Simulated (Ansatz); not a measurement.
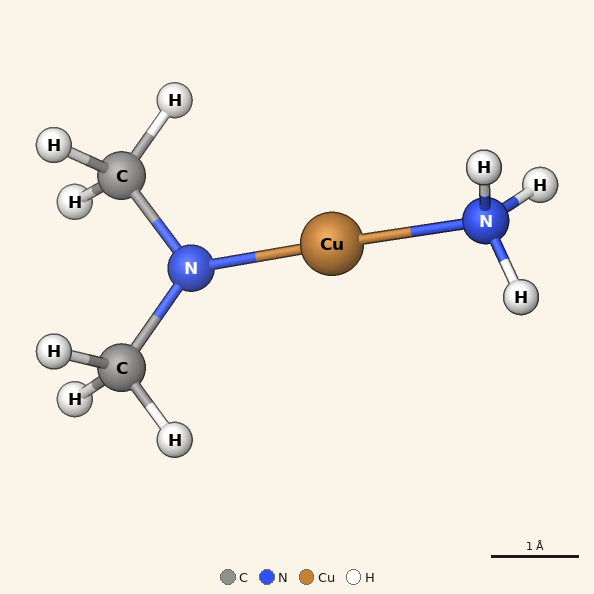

Starting geometry of the run.

Ansatz 0.2.0 input:

```yaml
crystal:
  periodic: [false, false, false]
  atoms:
    - {symbol: C, position_ang: [-1.646965, 0.663444, 0.727603]}
    - {symbol: N, position_ang: [-0.262505, 0.315462, 0.632892]}
    - {symbol: C, position_ang: [0.247748, -0.109341, 1.900182]}
    - {symbol: Cu, position_ang: [0.524758, -0.140156, -0.937099]}
    - {symbol: N, position_ang: [1.400896, -0.537405, -2.615014]}
    - {symbol: H, position_ang: [-1.814134, 1.471870, 1.465526]}
    - {symbol: H, position_ang: [-2.034640, 1.021927, -0.230596]}
    - {symbol: H, position_ang: [-2.297866, -0.176230, 1.047724]}
    - {symbol: H, position_ang: [0.132874, 0.678043, 2.670163]}
    - {symbol: H, position_ang: [1.314641, -0.344546, 1.842079]}
    - {symbol: H, position_ang: [-0.260985, -1.006882, 2.308634]}
    - {symbol: H, position_ang: [0.890780, -0.133752, -3.394615]}
    - {symbol: H, position_ang: [1.460527, -1.537859, -2.774479]}
    - {symbol: H, position_ang: [2.344891, -0.164585, -2.643002]}
basis:
  gaussian: {orbitals: cc-pVDZ, final_grid: {core_spheres: 5, valence_spheres: 4, degree: 11}}
hamiltonian: {xc: {name: PBEsol}, dispersion: d3bj}
```

Command:

```sh
ansatz run in.yaml --threads 2 --pin off --events-out ev --progress --plain --max-ram 32768MiB --backend cpu
```

Output:

```
Functional definition: PBEsol
  name "PBEsol"
  cite "Perdew et al., Phys. Rev. Lett. 100, 136406 (2008) doi:10.1103/PhysRevLett.100.136406"
  cite "Perdew, Burke & Ernzerhof, Phys. Rev. Lett. 77, 3865 (1996) doi:10.1103/PhysRevLett.77.3865"
  parent pbesol
  exchange = pbesol_x
  correlation = pbesol_c
1816 factors; their error is unknown
mean field evaluation 1: about -49754.1095 eV, gradient 9.4e1 eV
mean field evaluation 2: about -49352.4713 eV, gradient 5.1e2 eV
mean field evaluation 4: about -49769.6019 eV, gradient 4.9e1 eV
mean field evaluation 8: about -49772.9223 eV, gradient 7.0e-1 eV
mean field evaluation 16: about -49772.8944 eV, gradient 1.2e-3 eV
mean field -49772.89443650 eV, -1829.1201332618 hartree, gradient 1.3e-5 eV, S^2 0.000000; 0 other end points of the search recorded, 0 dependent functions left out
reference -49772.89447538 eV, -1829.1201346908 hartree; 32, 32 occupied and 112, 112 virtual orbitals, 1816 factors
Total energy: -49773.00010807 eV, -1829.1240166205 hartree
```

The run converged.
